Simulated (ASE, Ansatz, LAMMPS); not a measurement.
# Relaxing 60-degree dislocation dipole in a C-Si solid solution (shuffle set) (120 atoms)

How does 60-degree dislocation dipole in a C-Si solid solution (shuffle set) (120 atoms) relax, and what do bonds, charges and levels look like afterwards?

Program: Ansatz 0.2.0. Level of theory: Kohn-Sham DFT, PBE, PAW (set soft_2), plane waves. Results are calculated unless marked as measured.

## Step 1: The structure

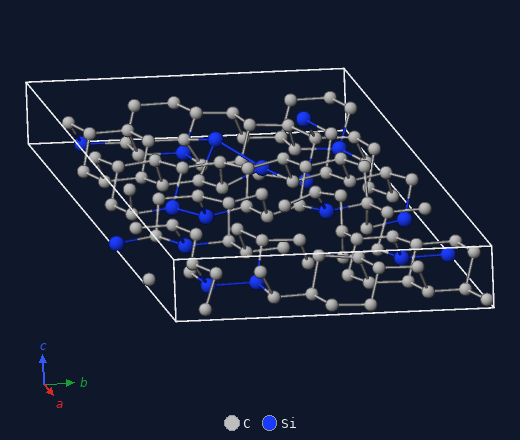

The cell as given, slightly off an axis (carbon light grey, silicon blue). Bonds to atoms that aren't drawn are left out. Some periodic images of atoms are drawn too.

The cell holds 120 atoms: 104 C and 16 Si. Cell: a = 23.330 Å, b = 13.266 Å, c = 2.694 Å, α = 92.9°, β = 90.0°, γ = 85.0°. It derives from C and Si. Diamond-structure C lattice (a = 3.8098 Å, the value set for the mixture), x, y, z along [11-2], [111], [1-10], 5 x 2 x 1 period; two opposite 60-degree dislocations along z, half a cell apart on one glide plane, laid by the isotropic elastic field summed over images, cell tilted by half the Burgers vector; 16 of 120 C sites given to Si at random (lattice constant by Vegard's rule between C and Si); minimised with a classical potential.

Before any run, some limits are plain. The cell is under 6 Å thick along one periodic direction, so every atom has periodic images of itself close by, which move with it and show among its neighbours and in g(r). The host structure and its lattice constant were typed by rule, without a check against the phase diagram.

## Step 2: Single point at the start

The forces at the start show how far the geometry lies from a minimum of this functional.

input.yaml reads:

```yaml
crystal:
  lattice:
    - [23.33017, 0.0, 0.0]
    - [1.1665, 13.21471, 0.0]
    - [0.0, -0.1373, 2.69043]
  atoms:
    - { symbol: C, position: [0.89838, 0.98886, 0.61338] }
    - { symbol: C, position: [0.89932, 0.1039, 0.62159] }
    - { symbol: C, position: [0.95432, 0.15198, 0.61153] }
    - { symbol: C, position: [0.9535, 0.29184, 0.60282] }
    [... 110 atom lines left out ...]
    - { symbol: C, position: [0.04917, 0.65423, 0.0932] }
    - { symbol: C, position: [0.05371, 0.77105, 0.09147] }
    - { symbol: C, position: [0.11878, 0.78362, 0.08083] }
    - { symbol: Si, position: [0.12648, 0.92022, 0.08319] }
    - { symbol: C, position: [0.02371, 0.81834, 0.59575] }
    - { symbol: C, position: [0.02121, 0.9438, 0.59994] }
kpoints:
  mp_grid: { grid: [1, 1, 6] }
hamiltonian:
  xc: pbe
scf:
  occupations: { method: fermi_dirac, width: 0.025 }
output:
  forces: true
```

Command:

```
$ ansatz run input.yaml --threads 4 --pin off --max-ram 8192MiB --backend cpu --events-out ev --progress --plain --runs-dir out
```

Elapsed: 83 s, on 4 threads of Arm Neoverse V1, shared host; peak memory 4.3 GiB.

The run gave:

- free energy: -36184.1887 eV
- free energy per atom: -301.5349 eV/atom
- SCF cycles: 12
- r.m.s. force component: 1.058 eV/Å
- longest force: 4.648 eV/Å
- Fermi energy: 13.54 eV

The r.m.s. force component of 1.1 eV/Å sets the starting point.

Length of the force by element:

```
element  coordination  atoms  mean length of the force (eV/Å)  spread   least  most
      C           all    104                             1.40    1.05  0.0952  4.16
     Si           all     16                             2.09   0.956   0.633  4.65
```

## Step 3: Relaxation

With the cell held, the atoms are moved downhill towards a nearby minimum.

Edit input.yaml of step 2 so:

```diff
@@ -15 +15,4 @@
   forces: true
+relax:
+  f_tol: 0.05
+  max_steps: 81
```

Wall time 41 min (4 threads); peak memory 4.4 GiB.

Step by step (22 of 25):

```
step  energy less that of the first step (eV)  largest force component (eV/Å)
   1                                   0.0000                          4.6049
   2                                  -6.0772                          2.3394
   3                                  -7.7948                          2.2364
   4                                  -8.7078                          1.2557
   6                                  -9.6645                          0.8250
   7                                 -10.0571                          0.8693
   8                                 -10.4278                          1.5918
   9                                 -10.9852                          2.5407
  10                                 -12.1503                          2.1490
  11                                 -12.7067                          2.2662
  12                                 -13.3597                          1.0361
  14                                 -13.2202                          1.2848
  15                                 -13.8522                          0.5153
  16                                 -13.9167                          0.9987
  17                                 -13.9566                          0.4598
  18                                 -13.7874                          0.6747
  19                                 -13.9765                          0.1036
  20                                 -13.9295                          0.3949
  22                                 -13.9729                          0.1560
  23                                 -13.9803                          0.0623
  24                                 -13.9796                          0.0817
  25                                 -13.9805                          0.0091
```

Relaxation steps 14, 18, 20, 22, 24 were tried and not accepted.

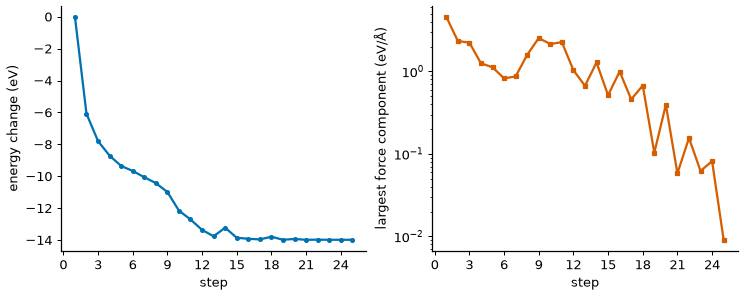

Energy and largest force along the relaxation.

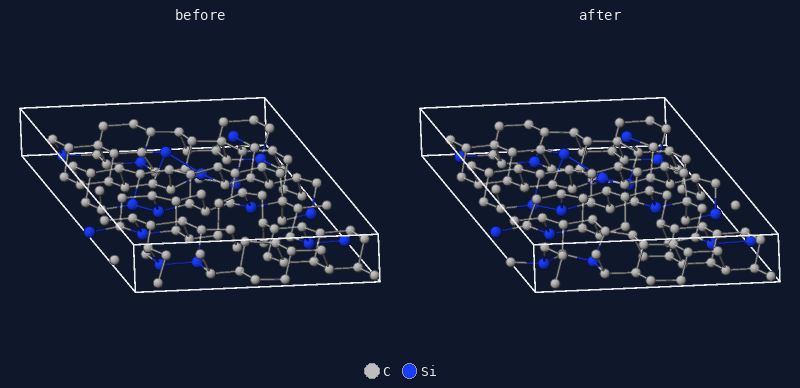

The structure before and after the relaxation, drawn at the same scale. Bonds to atoms that aren't drawn are left out.

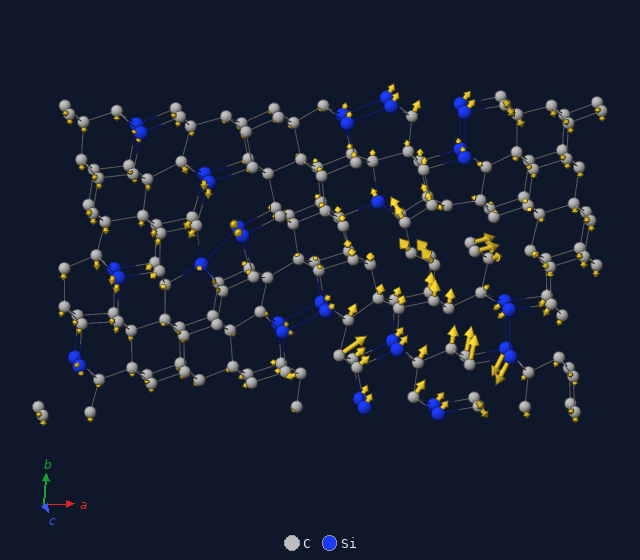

Displacements in the relaxation, exaggerated; the longest in the cell stands for 1.01 Å. Drawn is a slice 4 Å thick, seen along the normal of the ab plane. Bonds to atoms that aren't drawn are left out.

The atoms that moved most (Å):

```
atom      dx      dy      dz  length
 C35   0.805   0.585   0.158   1.008
  C6   0.179   0.871   0.001   0.889
 Si7  -0.402  -0.786  -0.021   0.883
 C27   0.733   0.152  -0.285   0.801
 C26  -0.401   0.511   0.327   0.727
 C13   0.098   0.663   0.026   0.670
 C25   0.046   0.562   0.177   0.591
 C39  -0.337   0.424   0.219   0.584
```

The relaxation changed the energy by -117 meV/atom, and atoms moved by 0.32 Å r.m.s., 1.0 Å at most.

## Step 4: Distances and neighbours after relaxation

Density 3.40 g/cm³, 6.912 Å³ an atom.

g(r), total and by pair (bins of 0.2 Å):

```
r (Å)  total   C-C  C-Si  Si-Si
 1.40   0.24  0.32  0.00   0.00
 1.60   2.95  3.92  0.00   0.00
 1.80   0.80  0.08  3.22   0.00
 2.00   0.06  0.02  0.20   0.00
 2.20   0.07  0.02  0.08   1.66
 2.40   0.60  0.70  0.30   0.46
 2.60   2.87  3.25  1.33   6.55
 2.80   0.97  0.73  1.78   0.98
 3.00   1.52  1.71  0.97   0.29
 3.20   1.26  1.21  1.54   0.00
 3.40   0.52  0.37  0.88   1.80
 3.60   0.45  0.45  0.41   0.80
 3.80   0.73  0.79  0.55   0.34
 4.00   0.93  0.95  0.83   1.61
 4.20   0.94  0.90  1.05   0.87
 4.40   0.94  1.02  0.65   1.08
 4.60   1.54  1.59  1.39   0.97
 4.80   1.26  1.22  1.42   1.12
 5.00   0.87  0.85  0.96   0.74
 5.20   0.82  0.81  0.85   1.05
 5.40   1.16  1.21  0.92   2.31
 5.60   1.09  1.13  0.97   0.90
 5.80   0.94  0.90  1.03   1.30
 6.00   0.99  1.01  0.94   1.22
 6.20   0.79  0.74  0.94   0.87
 6.40   0.72  0.73  0.73   0.32
 6.60   0.90  0.91  0.87   0.89
 6.80   1.16  1.19  1.10   0.67
```

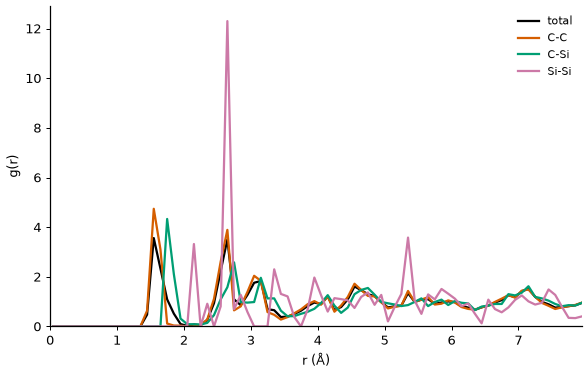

Pair distribution functions.

## Step 5: Single point at the relaxed geometry

The electronic structure is read at the final geometry, in a run of its own.

input.yaml reads:

```yaml
crystal:
  lattice:
    - [23.33017, 0.0, 0.0]
    - [1.1665, 13.21471, 0.0]
    - [0.0, -0.1373, 2.69043]
  atoms:
    - { symbol: C, position: [0.90179, 0.9704, 0.60504] }
    - { symbol: C, position: [0.89413, 0.09285, 0.61933] }
    - { symbol: C, position: [0.95127, 0.13839, 0.60346] }
    - { symbol: C, position: [0.95055, 0.27587, 0.59306] }
    [... 110 atom lines left out ...]
    - { symbol: C, position: [0.05093, 0.63515, 0.08373] }
    - { symbol: C, position: [0.05549, 0.75382, 0.08832] }
    - { symbol: C, position: [0.12079, 0.77222, 0.0866] }
    - { symbol: Si, position: [0.12507, 0.9088, 0.07644] }
    - { symbol: C, position: [0.02519, 0.80151, 0.58837] }
    - { symbol: C, position: [0.0227, 0.92743, 0.59488] }
kpoints:
  mp_grid: { grid: [1, 1, 6] }
hamiltonian:
  xc: pbe
scf:
  occupations: { method: fermi_dirac, width: 0.025 }
output:
  forces: true
  stress: true
  populations: intrinsic
  dos:
    method: { smearing: { sigma: 0.08 } }
    de: 0.1
    projected: { site_lists: { C: [C], Si: [Si] } }
  eigenvalues: true
  write_density: true
  write_potential: true
  volumetric_format: npy
```

It took 2.6 min on 4 threads; peak memory 4.3 GiB.

The run gave:

```
free energy                             : -36198.1692 eV
free energy per atom                    : -301.6514 eV/atom
SCF cycles                              : 11
pressure                                : 6.62 GPa
r.m.s. force component                  : 0.00275 eV/Å
longest force                           : 0.01254 eV/Å
Fermi energy                            : 13.1 eV
levels partly filled by over 2 per cent : 2
```

Intrinsic-atomic-orbital charges by element:

```
element  coordination  atoms  mean charge (e)  spread   least    most
      C           all    104           -0.145   0.219  -0.672  0.0451
     Si           all     16            0.946   0.182   0.485    1.18
```

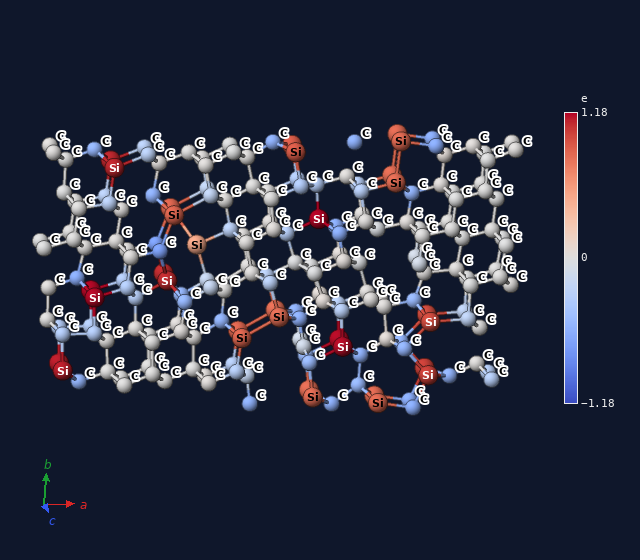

Atoms coloured by intrinsic-atomic-orbital charge. Drawn is a slice 4 Å thick, seen along the normal of the ab plane. Bonds to atoms that aren't drawn are left out.

Density of states as counts of states in windows of 1 eV (from the Fermi level), total and the larger projections:

```
from (eV)  to (eV)  total   C p  C s  Si p
      -14      -13   16.6   7.9  7.0   0.9
      -13      -12   23.3  14.1  7.0   1.2
      -12      -11   23.7  14.4  6.8   1.4
      -11      -10   20.7  13.3  5.2   1.2
      -10       -9   26.4  19.6  4.1   1.3
       -9       -8   34.4  27.5  3.8   1.9
       -8       -7   37.6  31.2  3.2   2.0
       -7       -6   43.4  37.0  2.8   2.4
       -6       -5   41.7  36.0  2.1   2.6
       -5       -4   38.3  32.7  1.6   3.1
       -4       -3   29.7  24.3  1.1   3.6
       -3       -2   22.5  17.5  0.8   3.5
       -2       -1   11.5   8.7  0.3   2.1
       -1        0    8.6   6.6  0.5   1.2
        0        1    5.5   3.7  0.5   0.8
        1        2    8.6   3.3  1.9   2.1
        2        3   15.7   6.9  4.2   2.5
        3        4   24.5  10.8  5.8   4.0
        4        5   37.1  18.3  7.8   4.8
```

The curve was stored every 0.10 eV, coarse against its broadening of 0.08 eV, so these counts are rough.

Between -22 and -14 eV lie 102 more states.

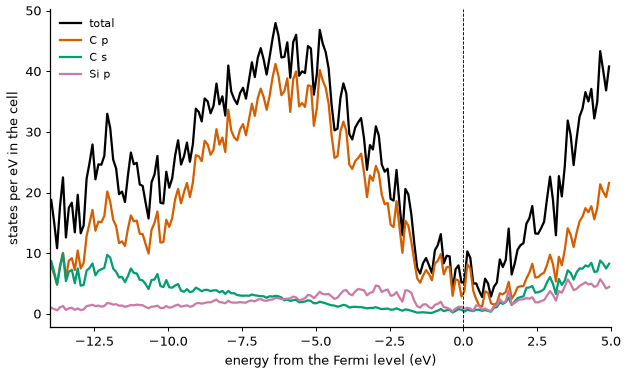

Total and projected density of states, with the broadening of the input.

The levels nearest the highest filled one (over half full), pooled over k-points and spins:

```
level less the highest filled one (eV)  occupation
                                -0.421           2
                                -0.236           2
                                -0.212           2
                               -0.0985        2.00
                               -0.0876        1.99
                                     0        1.78
                                 0.107         0.2
                                 0.169       0.018
                                 0.227       0.002
                                 0.250       0.001
                                 0.275           0
                                 0.345           0
```

Mean intrinsic-atomic-orbital charges: C -0.15, Si +0.95 e. Within 0.4 eV of the Fermi level the largest share is C p (77 % of the projected weight).

## Step 6: Summary of results

| Property | Result |
| --- | --- |
| energy change in the relaxation | -116.5 meV/atom |
| r.m.s. displacement | 0.319 Å |
| largest displacement | 1.008 Å |
| free energy per atom | -301.6514 eV/atom |
| density | 3.4 g/cm³ |
| pressure | 6.62 GPa |
| r.m.s. force component | 0.00275 eV/Å |
| wall time of the 3 DFT runs | 45 min |

In words: Relaxation lowers the energy by 117 meV/atom and moves atoms by 0.32 Å r.m.s.; the r.m.s. force component goes from 1.1 to 0.0027 eV/Å. From the first step to the last the energy fell by 13.981 eV, and the largest move was 1.01 Å (C35). 2 levels are partly filled, by over 2 % (on the run's k-points): no clear gap opens at this level. Levels of broken or missing bonds inside a gap of the host would look the same.

Caveats: The stress is far from hydrostatic: its diagonal is 19.0, 9.4, -8.6 GPa, compression counted positive. The pressure of 6.6 GPa shows the cell to be compressed for this functional.

[Logs are printed without paths, hosts, clocks, repeated set-up lines and the standing remarks that a program may print on its own settings, such as how far it seeks lower states.]

[Hosts, paths, dates, database ids (printed as entryN), source tags and the programs' standing remarks are cut or masked in the printed files.]
